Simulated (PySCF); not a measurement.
SMILES [SiH2]([Si](C)(C)C)CC at its GFN2-xTB optimised geometry (Å):

```
23

C      0.0457    -0.2719     3.8165
C     -1.3075    -0.8164     3.3780
Si    -1.1983    -1.8852     1.7992
Si    -0.3301    -0.6803     0.0000
C     -0.8933    -1.4496    -1.6572
C      1.5846    -0.6803     0.0000
C     -0.9040     1.1474     0.0000
H      0.4714     0.3693     3.0468
H     -0.0437     0.3128     4.7317
H      0.7437    -1.0856     4.0028
H     -1.7336    -1.4037     4.1930
H     -1.9907     0.0190     3.2135
H     -2.5567    -2.4026     1.5597
H     -0.3893    -3.0673     2.1458
H     -0.4898    -0.9120    -2.5106
H     -0.5687    -2.4827    -1.7384
H     -1.9755    -1.4416    -1.7481
H      1.9855    -0.2117     0.8942
H      1.9738    -1.6938    -0.0368
H      1.9870    -0.1452    -0.8561
H     -0.5038     1.6938    -0.8500
H     -1.9870     1.2180    -0.0483
H     -0.5847     1.6670     0.8990
```

Level of theory: PySCF 2.14.0 with CAM-B3LYP/def2-SVP. Cells within 0.4 Å of a nucleus heavier than hydrogen are left out (blank, or x).

Map of the Laplacian of the electron density (e/bohr⁵), clipped to [-1.50, 1.50] on the plane z = 0.0 Å:

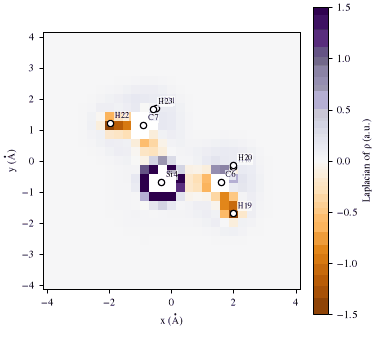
Figure: Laplacian of the electron density (e/bohr⁵), clipped to [-1.50, 1.50] on the plane z = 0.0 Å.
